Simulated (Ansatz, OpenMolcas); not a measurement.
## BBrF2 (SMILES FB(F)Br): methods side by side

The species is BBrF2 (4 atoms), meant as a singlet with charge 0. As SMILES, `FB(F)Br`. Geometry: relaxed at PBE0-D4/def2-TZVP.

Each level gives the atomisation enthalpy at 298 K (kJ/mol). The values are calculated. The thermal term (zero-point and 298 K enthalpy, harmonic and unscaled) is that of PBE0-D4/def2-TZVP; the spin-orbit lowering of the free atoms at 298 K, 17.3 kJ/mol by their spectra, is taken off.

**The experiment to reproduce.** NIST-JANAF tables; in doubt: it rests on an older heat of the boron atom gives the atomisation enthalpy at 298 K of the gas as 1661 kJ/mol.

```json
{"level": "HF/aug-cc-pVDZ", "kind": "Hartree–Fock", "program": "OpenMolcas", "value (kJ/mol)": "1197", "computed − measured": "-464", "CPU time (all runs)": "19 s"}
{"level": "BHLYP/aug-cc-pVDZ", "kind": "global hybrid", "program": "Ansatz", "value (kJ/mol)": "1514", "computed − measured": "-147", "CPU time (all runs)": "14 s"}
{"level": "CAM-B3LYP/aug-cc-pVDZ", "kind": "range-separated hybrid", "program": "Ansatz", "value (kJ/mol)": "1608", "computed − measured": "-53", "CPU time (all runs)": "14 s"}
{"level": "wB97M-V/aug-cc-pVDZ", "kind": "range-separated hybrid", "program": "Ansatz", "value (kJ/mol)": "1616", "computed − measured": "-45", "CPU time (all runs)": "96 s"}
{"level": "wB97X/aug-cc-pVDZ", "kind": "range-separated hybrid", "program": "Ansatz", "value (kJ/mol)": "1602", "computed − measured": "-59", "CPU time (all runs)": "45 s"}
{"level": "B2PLYP/aug-cc-pVDZ", "kind": "double hybrid", "program": "Ansatz", "value (kJ/mol)": "1583", "computed − measured": "-78", "CPU time (all runs)": "17 s"}
{"level": "RPA@PBE0/aug-cc-pVDZ", "kind": "RPA", "program": "Ansatz", "value (kJ/mol)": "1461", "computed − measured": "-200", "CPU time (all runs)": "22 s"}
{"level": "CCSD/aug-cc-pVDZ", "kind": "coupled cluster or CI", "program": "Ansatz", "value (kJ/mol)": "1497", "computed − measured": "-164", "CPU time (all runs)": "19 s"}
```

Nearest: wB97M-V/aug-cc-pVDZ (-45 kJ/mol); farthest: HF/aug-cc-pVDZ (-464 kJ/mol). Computed less measured by kind, in kJ/mol (aug-cc-pVDZ rows): Hartree–Fock -464; global hybrid -147; range-separated hybrid -59 to -45; double hybrid -78; RPA -200; coupled cluster or CI -164. In a finite basis correlated wave-function methods underbind, so their errors here aren't those of the basis-set limit. The measured heats of formation of B, Si, Al and metal atoms are uncertain by some kJ/mol each. All-electron rows without a relativistic Hamiltonian named are non-relativistic. In the correlated wave-function rows the outer d shell of Br is correlated, in sets not made for it. Times are those of the runs behind each value, whatever else they computed, on shared processors of several kinds: orders of magnitude only.

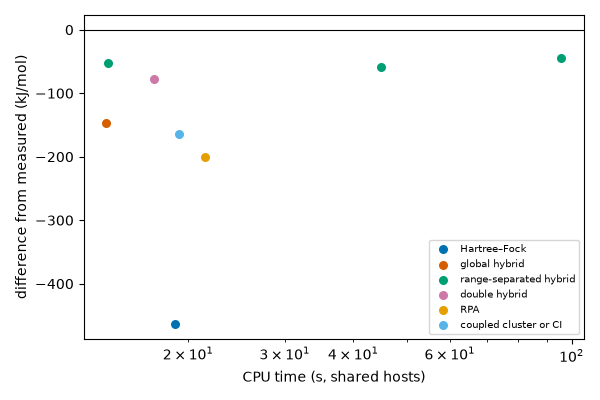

Difference from the measured value against processor time, one point a level.
